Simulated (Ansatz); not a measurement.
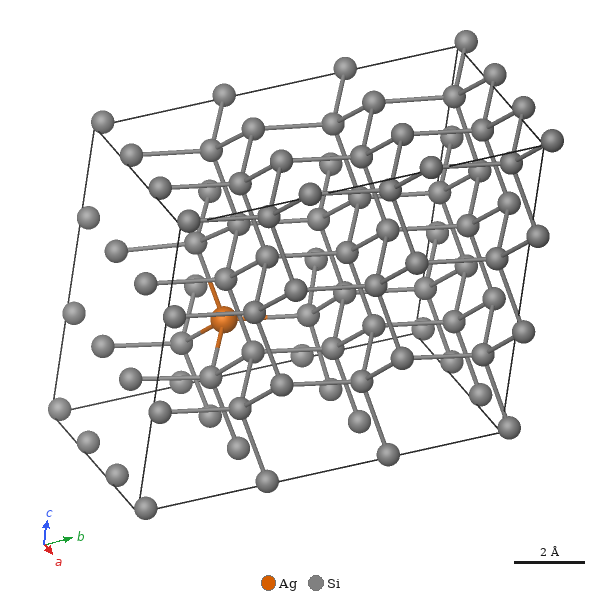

Crystal structure, ball-and-stick style, seen slightly off an axis. The edges of the supercell are marked. The host is Si, in a cell of 54 sites, and the cell carries a charge of +1.

### Which defect is modelled here, and what are its neighbours?

Silver on a silicon site (a substitutional impurity). It is bonded to four Si in a tetrahedral arrangement at about 2.5 Å.

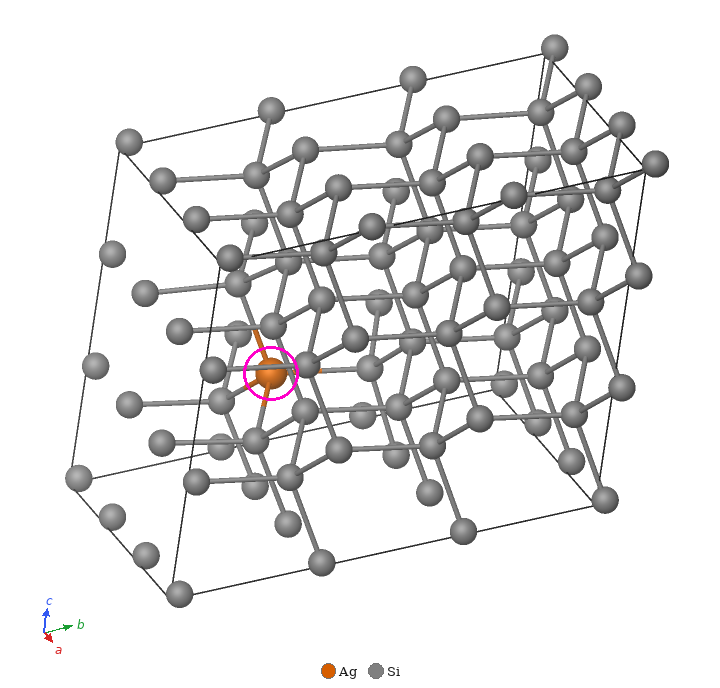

The same cell with a ring at the defect's site.

The atoms were relaxed in the host's cell with DFT PBE, scalar-relativistic, plane waves, PAW in Ansatz 0.2.0.
